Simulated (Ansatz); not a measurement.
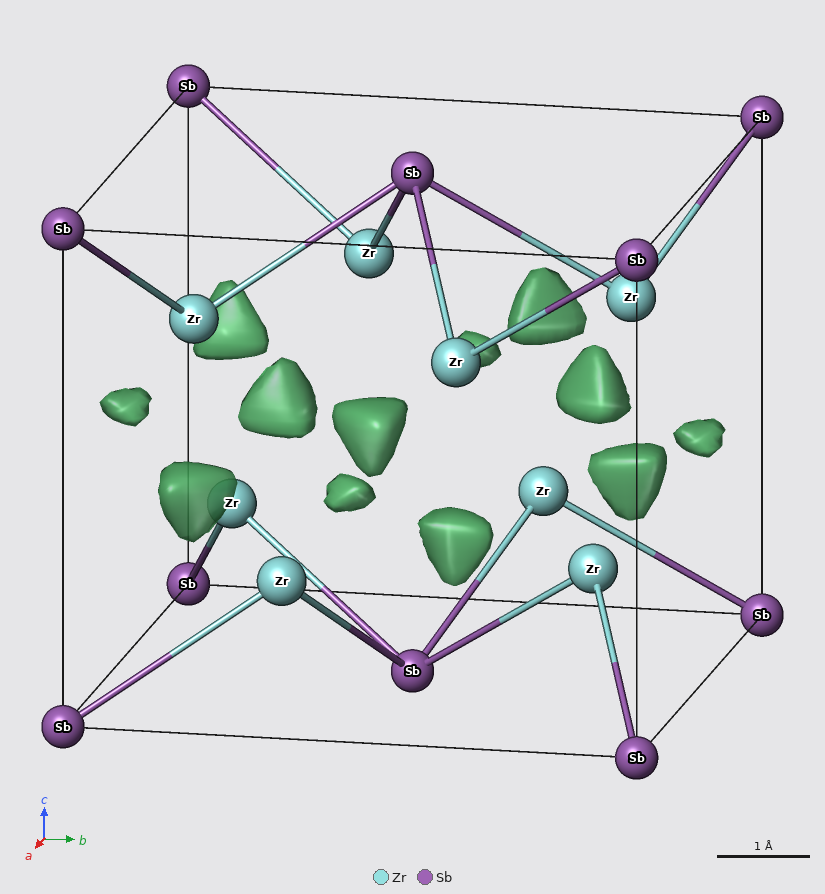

Figure. Zr4Sb. Isosurface of the ELF at 0.65 (green), seen slightly off an axis. Core shells and regions of very low density are left out. Sticks mark near contacts.

Space group P4/nbm; a structure from a database of computed crystals, not necessarily the ambient phase; a generated structure, not necessarily the stable one; changed on purpose from its base cell (volume × 0.94, shape and atoms relaxed); computed pressure about 7 GPa in this cell.

All numbers below come from Ansatz, DFT PBE, scalar-relativistic, plane waves, PAW.

Core electrons are frozen (PAW), and the valence fields are smoothed inside the atomic spheres.

The calculation's input:

```
crystal:
  lattice:
    - [6.4109022437, 0.0, 0.0]
    - [0.0, 6.4109022437, 0.0]
    - [0.0, 0.0, 5.5907303412]
  atoms:
    - { symbol: Zr, position: [0.6521284313, 0.8478715687, 0.2703021041] }
    - { symbol: Zr, position: [0.8478715687, 0.3478715687, 0.2703021041] }
    - { symbol: Zr, position: [0.1521284313, 0.3478715687, 0.7296978959] }
    - { symbol: Zr, position: [0.8478715687, 0.6521284313, 0.7296978959] }
    - { symbol: Zr, position: [0.6521284313, 0.1521284313, 0.7296978959] }
    - { symbol: Zr, position: [0.3478715687, 0.8478715687, 0.7296978959] }
    - { symbol: Zr, position: [0.3478715687, 0.1521284313, 0.2703021041] }
    - { symbol: Zr, position: [0.1521284313, 0.6521284313, 0.2703021041] }
    - { symbol: Sb, position: [0.5, 0.5, 0.0] }
    - { symbol: Sb, position: [0.0, 0.0, 0.0] }
basis:
  ecutwfc: 420
kpoints:
  mp_grid: { grid: [6, 6, 6] }
hamiltonian:
  xc: pbe
scf:
  occupations: { method: gaussian, width: 0.1 }
output:
  forces: true
  stress: true
  eigenvalues: true
  write_density: true
  write_potential: true
  elf: true
  volumetric_format: npy
relax:
  adjacent_minimum: "off"
  f_tol: 0.01
  max_steps: 30
  cell: { stress_tol: 0.1, fix: [volume] }
```

Command:

```sh
ansatz run input.yaml --threads 1 --pin off --max-ram 2560MiB --backend cpu --events-out ev --progress --plain --runs-dir out
```

Below, planes, directions and counts refer to the conventional cell (a = 6.40 Å, b = 6.40 Å, c = 5.60 Å, α = 90.00°, β = 90.00°, γ = 90.00°).

The fields are those of the relaxed geometry.

> Identify the bonds, lone pairs and shells in this picture.

The ELF exceeds this value in ten pockets between the atoms, centred on no nucleus (multi-centre or interstitial), counted in one cell of 10 atoms. Any copies at cell faces, edges or corners count once. Along the contacts the grid gives the following. Zr–Zr (2.75 Å): the ELF is about 0.10 at the midpoint: no localised pair shows between them. Zr–Sb (2.87 Å): the ELF peaks at about 0.50 in the valence shell of Sb, 1.3 Å from its nucleus, and is about 0.35 at the midpoint.
